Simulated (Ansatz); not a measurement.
# BCl2H: molecular dynamics

The plan is to follow the molecule's vibrations and see whether its bonds hold. The start is relaxed first. Runs: 500 steps of 0.25 fs at constant energy, with velocities drawn for 500 K. SMILES of the start: ClBCl.

Program: Ansatz 0.2.0. Level of theory: RKS PBE0-D4/def2-SVP. These are calculated values, not measurements.

## Step 1: Starting point

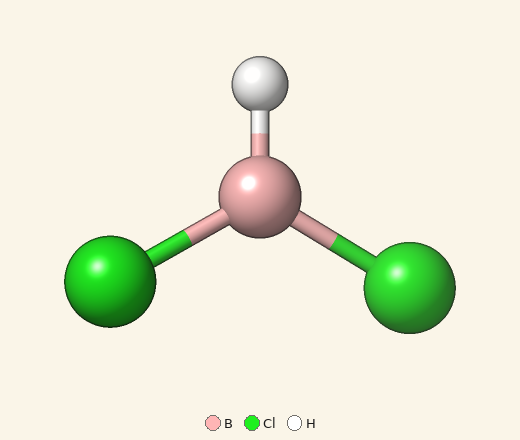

The starting structure, seen from a chosen angle (boron pink, chlorine green, hydrogen white).

Coordinates:

```xyz
4

B     0.0000    0.0000    0.0000
Cl    0.0000    0.0000    1.8600
Cl    1.6108    0.0000   -0.9300
H    -1.0305    0.0000   -0.5950
```

## Step 2: Preparing the start

Contents of input.yaml:

```yaml
crystal:
  periodic: [false, false, false]
  atoms:
    - { symbol: B, position_ang: [0.0, 0.0, 0.0] }
    - { symbol: Cl, position_ang: [0.0, 0.0, 1.86] }
    - { symbol: Cl, position_ang: [1.6108, 0.0, -0.93] }
    - { symbol: H, position_ang: [-1.0305, 0.0, -0.595] }
basis:
  gaussian: { orbitals: def2-SVP }
hamiltonian:
  xc: pbe0
  dispersion: d4
relax:
  f_tol: 0.02
  max_steps: 40
output:
  orbitals: {}
```

On the command line:

```
$ ansatz run input.yaml --threads 1 --pin off --max-ram 2048MiB --backend cpu --events-out ev --progress --plain --runs-dir out
```

What it wrote, shortened:

```text
Warning: RAYON_NUM_THREADS=1 ignored (pool sized by the plan → 1); use --threads N
[...]
Functional definition: PBE0
[...]
560 factors; integrals over basis functions are off by at most 3.8e-4 eV
[...]
mean field -25721.99182666 eV, -945.2657646376 hartree, gradient 2.9e-5 eV, S^2 0.000000; 0 other end points of the search recorded, 0 dependent functions left out
[...]
reference -25721.99184464 eV, -945.2657652982 hartree; 20, 20 occupied and 35, 35 virtual orbitals, 560 factors
relax step   1: F+E_penalty+E_count = -25722.05625273 eV  Δ(F+E_penalty+E_count) = +0.000e0 eV  max|allowed force component| = 2.508e0 eV/Å  Δτ_max = 0.0000 Å  (24 SCF iters, accepted)
[...]
relax step   3: F+E_penalty+E_count = -25722.38857079 eV  Δ(F+E_penalty+E_count) = -6.242e-2 eV  max|allowed force component| = 2.641e-1 eV/Å  Δτ_max = 0.0444 Å  (29 SCF iters, accepted)
[...]
relax step   4: F+E_penalty+E_count = -25722.39107042 eV  Δ(F+E_penalty+E_count) = -2.500e-3 eV  max|allowed force component| = 5.776e-3 eV/Å  Δτ_max = 0.0077 Å  (30 SCF iters, accepted)
560 factors; integrals over basis functions are off by at most 3.8e-4 eV
mean field -25722.32494831 eV, -945.2780066325 hartree, gradient 8.5e-6 eV, S^2 0.000000; 1 other end points of the search recorded, 0 dependent functions left out
[...]
reference -25722.32496608 eV, -945.2780072854 hartree; 20, 20 occupied and 35, 35 virtual orbitals, 560 factors
Total energy: -25722.39108819 eV, -945.2804372279 hartree
Atom 0 at     0.031190     0.000000     0.017997 Å, force     0.005652     0.000000     0.003273 eV/Å
Atom 1 at     0.023516    -0.000000     1.756976 Å, force     0.001633    -0.000000    -0.002688 eV/Å
Atom 2 at     1.533362    -0.000000    -0.858122 Å, force    -0.001509    -0.000000     0.002754 eV/Å
Atom 3 at    -1.007767    -0.000000    -0.581851 Å, force    -0.005776    -0.000000    -0.003339 eV/Å
Dipole moment:    -0.067276    -0.000000    -0.038843 e Å
```

It took 6.4 s on 1 thread of Arm Neoverse V1, shared host; peak memory 0.1 GiB.

Step by step:

| step | energy from step 1 (eV) | largest force component (eV/Å) |
| --- | --- | --- |
| 1 | 0.0000 | 2.5082 |
| 2 | -0.2699 | 1.2281 |
| 3 | -0.3323 | 0.2641 |
| 4 | -0.3348 | 0.0058 |

Step 1 is the start.

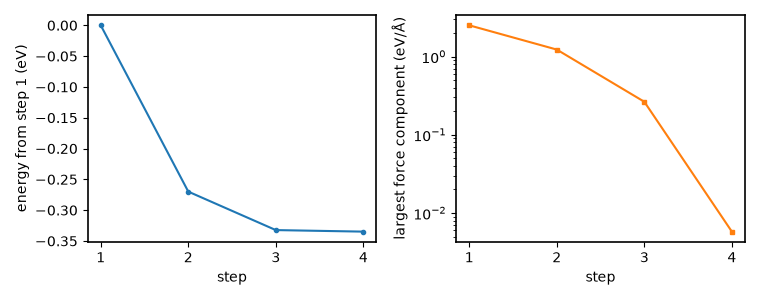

How energy and force went from step to step.

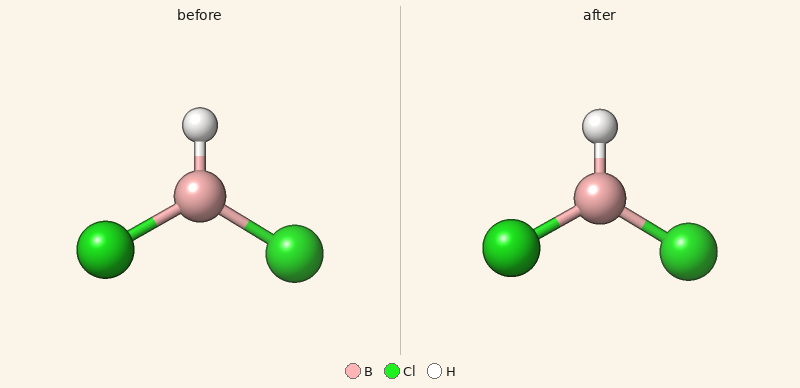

Before and after, at one scale.

After: Bond lengths: B1–Cl2 1.739 Å, B1–Cl3 1.739 Å, B1–H4 1.200 Å. Angles: Cl2–B1–Cl3 120.5°, Cl2–B1–H4 119.7°, Cl3–B1–H4 119.7°.

## Step 3: Dynamics

500 steps of 0.25 fs at constant energy, with velocities drawn for 500 K, from the relaxed start.

Contents of input.yaml:

```yaml
crystal:
  periodic: [false, false, false]
  atoms:
    - { symbol: B, position_ang: [0.03119, 0.0, 0.017997] }
    - { symbol: Cl, position_ang: [0.023516, 0.0, 1.756976] }
    - { symbol: Cl, position_ang: [1.533362, 0.0, -0.858122] }
    - { symbol: H, position_ang: [-1.007767, 0.0, -0.581851] }
basis:
  gaussian: { orbitals: def2-SVP }
hamiltonian:
  xc: pbe0
  dispersion: d4
md:
  timestep: 0.25
  n_steps: 500
  ensemble: nve
  temperature: 500.0
  initial_velocities: maxwell_boltzmann
  seed: 202217
```

On the command line:

```
$ ansatz run input.yaml --threads 1 --pin off --max-ram 2048MiB --backend cpu --events-out ev --progress --plain --runs-dir out
```

What it wrote, shortened:

```text
Warning: RAYON_NUM_THREADS=1 ignored (pool sized by the plan → 1); use --threads N
[...]
Functional definition: PBE0
[...]
560 factors; integrals over basis functions are off by at most 5.1e-4 eV
[...]
mean field -25722.32494834 eV, -945.2780066334 hartree, gradient 6.3e-6 eV, S^2 0.000000; 0 other end points of the search recorded, 0 dependent functions left out
[...]
reference -25722.32496610 eV, -945.2780072863 hartree; 20, 20 occupied and 35, 35 virtual orbitals, 560 factors
md step     0: t =     0.00 fs  T =   500.0 K  F+E_penalty+E_count = -25722.39107044 eV  E_kin = 0.129260 eV  conserved = -25722.26181044 eV  (26 SCF iters)
[...]
md step    20: t =     5.00 fs  T =   198.4 K  F+E_penalty+E_count = -25722.31297474 eV  E_kin = 0.051303 eV  conserved = -25722.26167192 eV  (22 SCF iters)
[...]
md step    40: t =    10.00 fs  T =    55.1 K  F+E_penalty+E_count = -25722.27581809 eV  E_kin = 0.014243 eV  conserved = -25722.26157553 eV  (22 SCF iters)
[...]
md step    60: t =    15.00 fs  T =   251.2 K  F+E_penalty+E_count = -25722.32657844 eV  E_kin = 0.064929 eV  conserved = -25722.26164917 eV  (22 SCF iters)
[...]
md step    80: t =    20.00 fs  T =   366.5 K  F+E_penalty+E_count = -25722.35654748 eV  E_kin = 0.094747 eV  conserved = -25722.26180011 eV  (22 SCF iters)
md step    81: t =    20.25 fs  T =   340.2 K  F+E_penalty+E_count = -25722.34971884 eV  E_kin = 0.087938 eV  conserved = -25722.26178076 eV  (22 SCF iters)
```

## Step 4: The log goes on: dynamics from the start

The log, continued, shortened:

```text
md step    82: t =    20.50 fs  T =   309.2 K  F+E_penalty+E_count = -25722.34167963 eV  E_kin = 0.079925 eV  conserved = -25722.26175438 eV  (22 SCF iters)
[...]
md step   107: t =    26.75 fs  T =   213.4 K  F+E_penalty+E_count = -25722.31686350 eV  E_kin = 0.055175 eV  conserved = -25722.26168883 eV  (22 SCF iters)
[...]
md step   132: t =    33.00 fs  T =   309.5 K  F+E_penalty+E_count = -25722.34176273 eV  E_kin = 0.080011 eV  conserved = -25722.26175198 eV  (22 SCF iters)
[...]
md step   157: t =    39.25 fs  T =   187.4 K  F+E_penalty+E_count = -25722.31013034 eV  E_kin = 0.048458 eV  conserved = -25722.26167252 eV  (22 SCF iters)
[...]
md step   182: t =    45.50 fs  T =   373.3 K  F+E_penalty+E_count = -25722.35824664 eV  E_kin = 0.096511 eV  conserved = -25722.26173526 eV  (23 SCF iters)
md step   183: t =    45.75 fs  T =   353.0 K  F+E_penalty+E_count = -25722.35295648 eV  E_kin = 0.091247 eV  conserved = -25722.26170994 eV  (23 SCF iters)
md step   184: t =    46.00 fs  T =   331.8 K  F+E_penalty+E_count = -25722.34745513 eV  E_kin = 0.085771 eV  conserved = -25722.26168386 eV  (23 SCF iters)
```

## Step 5: The log goes on: dynamics from the start

Output, continued, shortened:

```text
md step   185: t =    46.25 fs  T =   311.4 K  F+E_penalty+E_count = -25722.34215826 eV  E_kin = 0.080499 eV  conserved = -25722.26165918 eV  (22 SCF iters)
[...]
md step   206: t =    51.50 fs  T =   158.9 K  F+E_penalty+E_count = -25722.30273775 eV  E_kin = 0.041068 eV  conserved = -25722.26166934 eV  (22 SCF iters)
[...]
md step   227: t =    56.75 fs  T =   336.1 K  F+E_penalty+E_count = -25722.34867462 eV  E_kin = 0.086894 eV  conserved = -25722.26178112 eV  (22 SCF iters)
[...]
md step   248: t =    62.00 fs  T =   402.6 K  F+E_penalty+E_count = -25722.36587818 eV  E_kin = 0.104083 eV  conserved = -25722.26179474 eV  (23 SCF iters)
[...]
md step   499: t =   124.75 fs  T =   320.3 K  F+E_penalty+E_count = -25722.34456461 eV  E_kin = 0.082812 eV  conserved = -25722.26175288 eV  (22 SCF iters)
[...]
md step   500: t =   125.00 fs  T =   303.6 K  F+E_penalty+E_count = -25722.34021689 eV  E_kin = 0.078479 eV  conserved = -25722.26173804 eV  (25 SCF iters)
Total energy: -25722.34023487 eV, -945.2785684030 hartree
Atom 0 at     0.009958     0.005699    -0.006705 Å, force    -0.266987    -0.134355     0.639167 eV/Å
Atom 1 at     0.026267    -0.000856     1.759394 Å, force     0.052736     0.038204    -0.457996 eV/Å
Atom 2 at     1.539941    -0.000275    -0.855194 Å, force    -0.513322     0.033958    -0.010925 eV/Å
Atom 3 at    -1.108209    -0.021354    -0.504945 Å, force     0.727574     0.062192    -0.170246 eV/Å
Dipole moment:    -0.063735     0.003826    -0.080018 e Å
```

Wall time 10 min (1 thread of Arm Neoverse V1, shared host); peak memory 0.099 GiB.

## Step 6: The trajectory

One step in 36; energies are changes from step 0:

| time (fs) | T (K) | potential energy change (meV/atom) | total energy change (meV/atom) |
| --- | --- | --- | --- |
| 0.0 | 500 | 0.0 | 0.00 |
| 9.0 | 52 | 29.0 | 0.05 |
| 18.0 | 354 | 9.5 | 0.02 |
| 27.0 | 194 | 19.8 | 0.04 |
| 36.0 | 196 | 19.7 | 0.03 |
| 45.0 | 406 | 6.1 | 0.01 |
| 54.0 | 104 | 25.7 | 0.05 |
| 63.0 | 341 | 10.3 | 0.02 |
| 72.0 | 192 | 20.0 | 0.05 |
| 81.0 | 262 | 15.4 | 0.01 |
| 90.0 | 268 | 15.1 | 0.04 |
| 99.0 | 187 | 20.2 | 0.01 |
| 108.0 | 348 | 9.9 | 0.03 |
| 117.0 | 197 | 19.6 | 0.03 |
| 125.0 | 304 | 12.7 | 0.02 |

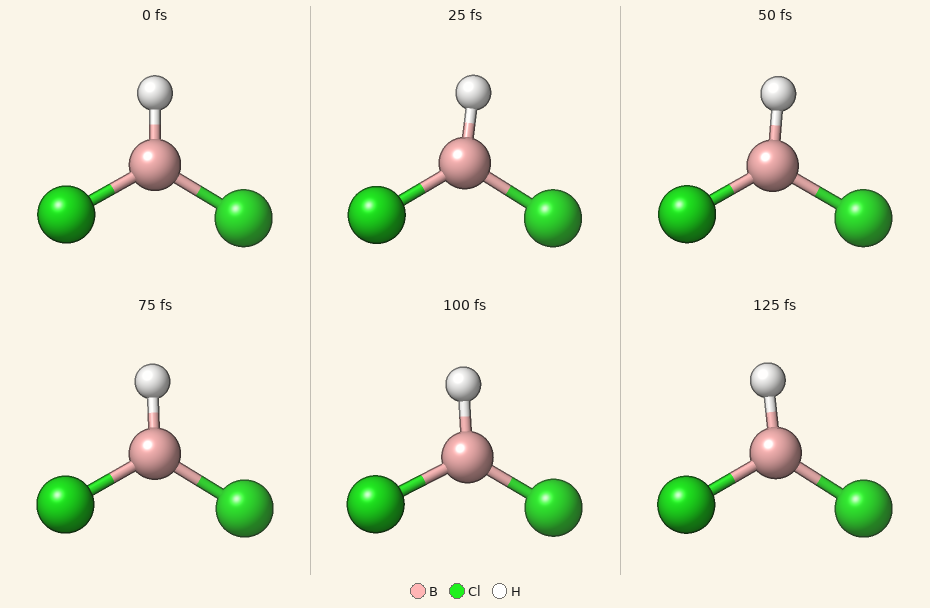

The system at six times, viewed from a chosen angle. Sticks join atoms within a bonding distance in each frame.

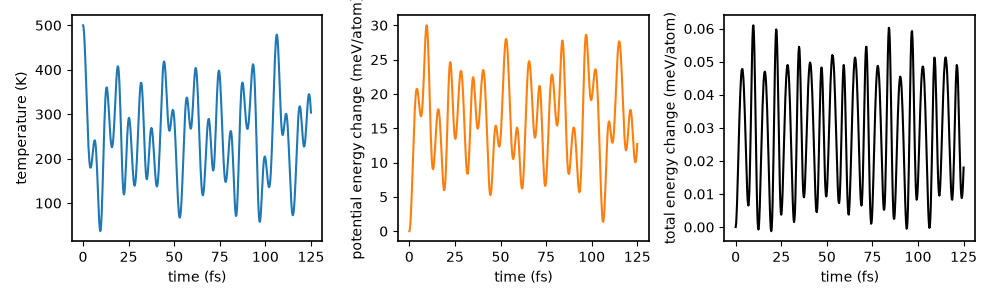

Time series of the run, each on its own scale.

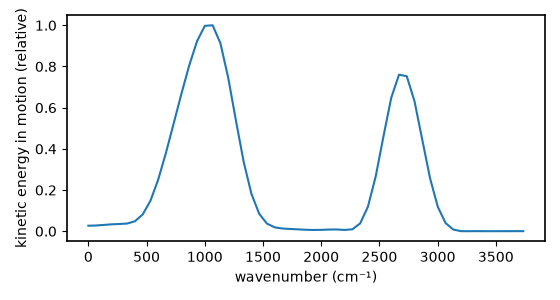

Power spectrum of the mass-weighted velocities; a run of 125 fs resolves no finer than about 530 cm⁻¹.

Maxima of the velocity power spectrum (cm⁻¹, relative height; resolution about 530 cm⁻¹): 1070 (100), 2670 (76).

## Step 7: Snapshots as a file

Positions (Å) and forces (eV/Å):

```xyz
4
time_fs=15.5 T=230 dE=0.0699
B     0.040   -0.011    0.035   -1.472    0.314   -1.318
Cl    0.028    0.001    1.743    0.008   -0.072    0.817
Cl    1.528    0.001   -0.849    0.205   -0.073   -0.151
H    -1.064    0.049   -0.590    1.259   -0.169    0.652
4
time_fs=31.2 T=352 dE=0.0383
B     0.007    0.013   -0.019   -0.156   -0.351    0.597
Cl    0.033   -0.002    1.760   -0.215    0.094   -0.851
Cl    1.532   -0.001   -0.848   -0.036    0.093   -0.125
H    -1.037   -0.062   -0.650    0.407    0.164    0.379
4
time_fs=47.0 T=269 dE=0.0600
B     0.018   -0.008    0.040    1.597    0.145   -0.234
Cl    0.027    0.000    1.744    0.010   -0.056    0.908
Cl    1.533    0.001   -0.853   -0.321   -0.058    0.141
H    -0.978    0.033   -0.527   -1.287   -0.032   -0.815
4
time_fs=62.5 T=382 dE=0.0305
B     0.059   -0.003   -0.005   -1.167    0.062    0.930
Cl    0.021    0.000    1.764    0.073   -0.018   -0.565
Cl    1.528    0.001   -0.858    0.850   -0.016   -0.453
H    -1.002    0.011   -0.591    0.244   -0.028    0.088
4
time_fs=78.0 T=150 dE=0.0908
B     0.006    0.012    0.037   -0.214   -0.358   -1.374
Cl    0.017   -0.001    1.769   -0.030    0.082   -0.039
Cl    1.550   -0.001   -0.874   -0.955    0.087    0.591
H    -1.074   -0.057   -0.625    1.199    0.190    0.822
4
time_fs=93.8 T=400 dE=0.0257
B     0.067   -0.013    0.015   -0.810    0.306    0.600
Cl    0.014    0.001    1.764    0.202   -0.094   -0.144
Cl    1.532    0.001   -0.866    0.604   -0.086   -0.266
H    -0.992    0.056   -0.540    0.004   -0.126   -0.190
4
time_fs=109.5 T=253 dE=0.0641
B     0.019    0.006    0.035    1.817   -0.102    0.015
Cl    0.020   -0.001    1.759   -0.082    0.038    0.223
Cl    1.538    0.000   -0.865   -0.284    0.043    0.336
H    -0.926   -0.023   -0.612   -1.450    0.022   -0.574
4
time_fs=125.0 T=304 dE=0.0509
B     0.010    0.006   -0.007   -0.267   -0.134    0.639
Cl    0.026   -0.001    1.759    0.053    0.038   -0.458
Cl    1.540    0.000   -0.855   -0.513    0.034   -0.011
H    -1.108   -0.021   -0.505    0.728    0.062   -0.170
```

## Step 8: Outcome

```
                          quantity                         value
           relaxation of the start       3 moves, 0.335 eV lower
                            length          500 steps of 0.25 fs
  temperature, first and last step                 500 and 304 K
          temperature, second half  mean 247 K, from 58 to 479 K
     potential energy, second half   +16 meV/atom from the start
largest change of the total energy                 0.06 meV/atom
            bonds formed or broken                             0
```

What this shows: The temperature starts at 500 K and averages 247 K in the second half, where it ranges from 58 to 479 K; a mean near half the start is what vibrations about a minimum give, since they share energy equally between motion and strain. The total energy strays from its start by at most 0.06 meV/atom, 0.4 % of the mean kinetic energy, so a step of 0.25 fs is short enough over this time. The bonds all hold. A run of 125 fs with 4 atoms shows the motion but fixes no equilibrium value. The nuclei move classically, without zero-point motion, which matters most for hydrogen.
